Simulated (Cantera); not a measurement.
Charge: 1 mol Ti(OiPr)4, 0.51 mol CH4, equilibrated at 1300 °C.

Equilibrium computed with Cantera from the NASA thermochemical tables; the gas is ideal and each condensed phase is pure. Candidate condensed phases: C, C6H6, C7H8, C8H18, H2O, Ti, TiC, TiO, TiO2, Ti2O3, Ti3O5, Ti4O7; 113 gas species. The feed counts by its element totals alone. TiC: taken at fixed stoichiometry. Equilibrium is a limit: real reactors are often held back by kinetics, nucleation or transport.

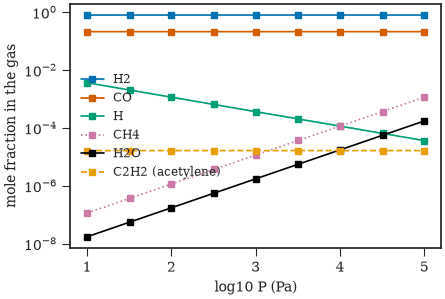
Figure: Equilibrium gas composition (values under 1e-9 drawn at 1e-9)

From 0.000100 bar to 1.00 bar the condensed part is C(graphite) + TiC(s).
